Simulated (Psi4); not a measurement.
# BH2F (SMILES BF) at 6 levels

Aim: a comparison of 6 runs (HF/STO-3G, HF/def2-SVP, PBE0/def2-SVP, PBE/def2-TZVP, REMP2/DZ) of BH2F. 

Program for the calculation: Psi4 1.11.

6 further runs of the same task are left out: 5 that didn't finish, 1 set aside as unsound or not needed.

**1. The molecule**

BH2F: 4 atoms, total charge 0, spin state singlet. As SMILES, `BF`. Geometry: relaxed at PBE0-D4/def2-TZVP.

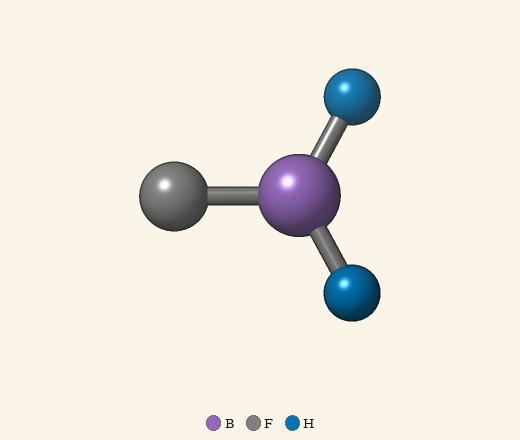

Viewed from a chosen angle; boron purple, fluorine grey, hydrogen blue.

**2. A single-point energy at HF/STO-3G (run 1)**

File input.dat:

```
memory 1600 MB

molecule geom {
  0 1
  B
  F 1 1.31676
  H 1 1.19744 2 117.81998
  H 1 1.197502 3 124.37076 2 179.9978
  symmetry c1
}

set {
  basis         STO-3G
  reference     rhf
  puream        true
  e_convergence 1e-09
  d_convergence 1e-08
  scf_type      pk
}

E = energy('hf')
```

Command:

```bash
$ psi4 -n 1 input.dat output.dat
```

output.dat:

```text
[...]
  Running in c1 symmetry.
[...]
  Nuclear repulsion =   27.175763590722536
[...]
  Multiplicity = 1
[...]
  Nalpha       = 8
  Nbeta        = 8
[...]
    Number of basis functions: 12
[...]
   @RHF iter   1:  -123.55806760883891   -1.38743e+00   1.96558e-02 DIIS/ADIIS
[...]
   @RHF iter   9:  -123.60150994508291   -1.84741e-13   2.89334e-09 DIIS
[...]
    Orbital Energies [Eh]
    ---------------------
    Doubly Occupied:
       1A    -25.979326     2A     -7.456218     3A     -1.522358
       4A     -0.674319     5A     -0.590305     6A     -0.535228
       7A     -0.517634     8A     -0.401876
[...]
  @RHF Final Energy:  -123.60150994508291
   => Energetics <=
    Nuclear Repulsion Energy =             27.1757635907225357
    One-Electron Energy =                -226.2000212434668924
    Two-Electron Energy =                  75.4227477076614434
    Total Energy =                       -123.6015099450829098
[...]
 Multipole Moments:
 ------------------------------------------------------------------------------------
     Multipole            Electronic (a.u.)      Nuclear  (a.u.)        Total (a.u.)
 ------------------------------------------------------------------------------------
 L = 1.  Multiply by 2.5417464519 to convert [e a0] to [Debye]
 Dipole X            :          0.0000507           -0.0000356            0.0000151
 Dipole Y            :          0.0002265           -0.0001495            0.0000769
 Dipole Z            :          2.1929570           -2.2733370           -0.0803800
 Magnitude           :                                                    0.0803800
[...]
```

Run time: 2.1 s. Hardware: 1 thread of Intel Xeon Platinum 8259CL at 2.50GHz (Skylake/Cascade Lake), shared host; peak memory 0.18 GiB.

**3. Energy and gradient at HF/def2-SVP (run 2)**

File job.json:

```json
{
 "schema_name": "qcschema_input",
 "schema_version": 1,
 "molecule": {
  "schema_name": "qcschema_molecule",
  "schema_version": 2,
  "symbols": ["B", "F", "H", "H"],
  "geometry": [-0.05158952, -0.0075589, -0.05820356, 2.00537736, -0.56068174, 1.22813301, -1.9133477, -1.22662123, 0.351867, 0.06462863, 1.68110036, -1.56015789],
  "molecular_charge": 0,
  "molecular_multiplicity": 1,
  "fix_symmetry": "c1",
  "fix_com": true,
  "fix_orientation": true
 },
 "driver": "gradient",
 "model": {
  "method": "scf",
  "basis": "def2-SVP"
 },
 "keywords": {
  "puream": true,
  "e_convergence": 1e-09,
  "d_convergence": 1e-08,
  "scf_type": "pk",
  "scf_properties": ["LOWDIN_CHARGES", "WIBERG_LOWDIN_INDICES", "DIPOLE"]
 }
}
```

Command:

```bash
$ psi4 --qcschema job.json -n 1 --memory 1600MB
```

stdout:

```text
[...]
  Running in c1 symmetry.
[...]
  Nuclear repulsion =   27.175758523276198
[...]
  Multiplicity = 1
[...]
  Nalpha       = 8
  Nbeta        = 8
[...]
    Number of basis functions: 38
[...]
   @RHF iter   1:  -125.20280008905289   -7.65987e-01   6.15556e-03 DIIS/ADIIS
[...]
   @RHF iter  10:  -125.22362316328402   -3.55271e-13   1.54454e-09 DIIS
[...]
    Orbital Energies [Eh]
    ---------------------
    Doubly Occupied:
       1A    -26.300349     2A     -7.678556     3A     -1.595469
       4A     -0.791755     5A     -0.707405     6A     -0.676933
       7A     -0.626802     8A     -0.487085
[...]
  @RHF Final Energy:  -125.22362316328402
   => Energetics <=
    Nuclear Repulsion Energy =             27.1757585232761976
    One-Electron Energy =                -227.0700559299240524
    Two-Electron Energy =                  74.6706742433638482
    Total Energy =                       -125.2236231632840173
[...]
 Multipole Moments:
 ------------------------------------------------------------------------------------
     Multipole            Electronic (a.u.)      Nuclear  (a.u.)        Total (a.u.)
 ------------------------------------------------------------------------------------
 L = 1.  Multiply by 2.5417464519 to convert [e a0] to [Debye]
 Dipole X            :        -16.2540154           15.9417296           -0.3122858
 Dipole Y            :          4.7133489           -4.6294510            0.0838979
 Dipole Z            :         -9.7490862            9.5538884           -0.1951978
 Magnitude           :                                                    0.3777081
[...]
  -Total Gradient:
     Atom            X                  Y                   Z
    ------   -----------------  -----------------  -----------------
       1       -0.005257696308     0.001379480692    -0.003251113242
       2        0.004496964382    -0.001199695125     0.002801842378
       3        0.000066260903    -0.000552687365     0.000529224117
       4        0.000694471022     0.000372901798    -0.000079953253
[...]
```

The result, in JSON:

```text
{
 "driver": "gradient",
 "model": {
  "method": "scf",
  "basis": "def2-SVP"
 },
 "success": true,
 "return_result": [-0.005257696308423543, 0.0013794806917028085, -0.003251113241838327, 0.00449696438160424, -0.0011996951248872956, 0.0028018423775533763, 6.626090343384017e-05, -0.0005526873647796193, 0.0005292241173518453, 0.0006944710221707135, 0.0003729017980643734, -7.995325300599876e-05],
 "properties": {
  "calcinfo_nbasis": 38,
  "calcinfo_nmo": 38,
  "calcinfo_nalpha": 8,
  "calcinfo_nbeta": 8,
  "calcinfo_natom": 4,
  "nuclear_repulsion_energy": 27.175758523276198,
  "return_energy": -125.22362316328402,
  "return_gradient": [-0.005257696308423543, 0.0013794806917028085, -0.003251113241838327, 0.00449696438160424, -0.0011996951248872956, 0.0028018423775533763, 6.626090343384017e-05, -0.0005526873647796193, 0.0005292241173518453, 0.0006944710221707135, 0.0003729017980643734, -7.995325300599876e-05],
  "scf_one_electron_energy": -227.07005592992405,
  "scf_two_electron_energy": 74.67067424336385,
  "scf_dipole_moment": [-0.31228578245371175, 0.08389789781712409, -0.19519777258483018],
  "scf_total_energy": -125.22362316328402,
  "scf_total_gradient": [-0.005257696308423543, 0.0013794806917028085, -0.003251113241838327, 0.00449696438160424, -0.0011996951248872956, 0.0028018423775533763, 6.626090343384017e-05, -0.0005526873647796193, 0.0005292241173518453, 0.0006944710221707135, 0.0003729017980643734, -7.995325300599876e-05],
  "scf_iterations": 10
 }
}
```

It took 2.4 s on 1 thread of Intel Xeon Platinum 8259CL at 2.50GHz (Skylake/Cascade Lake), shared host; peak memory 0.2 GiB.

Runs 3 to 5 aren't shown in full; the table further down has their settings and results.

**4. The energy at REMP2/DZ (fitted SCF, Cartesian functions) (run 6)**

File job.dat:

```
memory 1600 mb

molecule system {
  0 1
  B
  F 1 1.31676
  H 1 1.19744 2 117.81998
  H 1 1.197502 3 124.37076 2 179.9978
  units angstrom
  symmetry c1
}

set globals {
  basis DZ
  scf_type df
  freeze_core true
  cc_type conv
}

e_tot, wfn = energy("remp2", return_wfn=True)
print_variables()
```

Command:

```bash
$ psi4 -i job.dat -o job.out -n 1
```

job.out:

```text
[...]
  Running in c1 symmetry.
[...]
  Nuclear repulsion =   27.175763590722536
[...]
  Multiplicity = 1
[...]
  Nalpha       = 8
  Nbeta        = 8
[...]
    Number of basis functions: 24
[...]
   @DF-RHF iter   1:  -125.27656114808279   -7.66442e-01   1.03961e-02 DIIS/ADIIS
[...]
   @DF-RHF iter  10:  -125.30279426352504   -1.98952e-13   2.64680e-09 DIIS
[...]
    Orbital Energies [Eh]
    ---------------------
    Doubly Occupied:
       1A    -26.300090     2A     -7.709226     3A     -1.627414
       4A     -0.790295     5A     -0.711134     6A     -0.673150
       7A     -0.630636     8A     -0.492499
[...]
  @DF-RHF Final Energy:  -125.30279426352504
   => Energetics <=
    Nuclear Repulsion Energy =             27.1757635907225357
    One-Electron Energy =                -227.0882269796363175
    Two-Electron Energy =                  74.6096691253887343
    Total Energy =                       -125.3027942635250440
[...]
 Multipole Moments:
 ------------------------------------------------------------------------------------
     Multipole            Electronic (a.u.)      Nuclear  (a.u.)        Total (a.u.)
 ------------------------------------------------------------------------------------
 L = 1.  Multiply by 2.5417464519 to convert [e a0] to [Debye]
 Dipole X            :          0.0000469           -0.0000356            0.0000113
 Dipole Y            :          0.0002345           -0.0001495            0.0000850
 Dipole Z            :          1.6513812           -2.2733370           -0.6219558
 Magnitude           :                                                    0.6219558
[...]
	SCS-MP2 Total Energy (a.u.)        :  -125.46822883188831
	SOS-MP2 Total Energy (a.u.)        :  -125.46781194533335
	SCSN-MP2 Total Energy (a.u.)       :  -125.37201799068507
[...]
	SOS-PI-MP2 Total Energy (a.u.)     :  -125.48050561316477
[...]
	MP2 Total Energy (a.u.)            :  -125.46906260499823
[...]
```

It took 2.4 s on 1 thread of Intel Xeon Platinum 8259CL at 2.50GHz (Skylake/Cascade Lake), shared host; peak memory 0.19 GiB.

**5. Overview of the runs**

| run | level | task | integration grid | energy (Eh) | dipole moment (D) | HOMO energy (eV) | LUMO energy (eV) | wall time |
| --- | --- | --- | --- | --- | --- | --- | --- | --- |
| 1 | HF/STO-3G | energy | – | -123.601510 | 0.20 | -10.94 | 7.50 | 2.1 s |
| 2 | HF/def2-SVP | gradient | – | -125.223623 | 0.96 | -13.25 | 2.71 | 2.4 s |
| 3 | PBE0/def2-SVP | energy | 99 radial × 590 angular | -125.688513 | 0.60 | -9.24 | -0.99 | 6.9 s |
| 4 | PBE/def2-TZVP | gradient | 99 radial × 590 angular | -125.831375 | 0.59 | -7.74 | -2.22 | 12 s |
| 5 | REMP2/DZ (Cholesky decomposition, Cartesian functions) | energy | – | -125.474416 | – | -13.40 | 2.08 | 2.4 s |
| 6 | REMP2/DZ (fitted SCF, Cartesian functions) | energy | – | -125.474531 | – | -13.40 | 2.08 | 2.4 s |

**6. What came out**

```
                                          quantity          value
                               run 6: total energy  -125.47453 Eh
        run 6: HOMO energy (Hartree–Fock orbitals)      -13.40 eV
        run 6: LUMO energy (Hartree–Fock orbitals)        2.08 eV
      run 6: HOMO–LUMO gap (Hartree–Fock orbitals)       15.48 eV
run 6: correlation energy (2 core orbitals frozen)     -171.7 mEh
```

Over runs 1, 2, 3, 4 the dipole moment (its size) runs from 0.20 D (HF/STO-3G) to 0.96 D (HF/def2-SVP). Over runs 1, 2, 3, 4 the HOMO–LUMO gap runs from 5.52 eV (PBE/def2-TZVP) to 18.43 eV (HF/STO-3G). The two ends differ in method and basis. Totals of different functionals can't be ranked against each other. In run 1 the basis is minimal, so the values are rough. All runs together took 28 s, the longest 12 s.
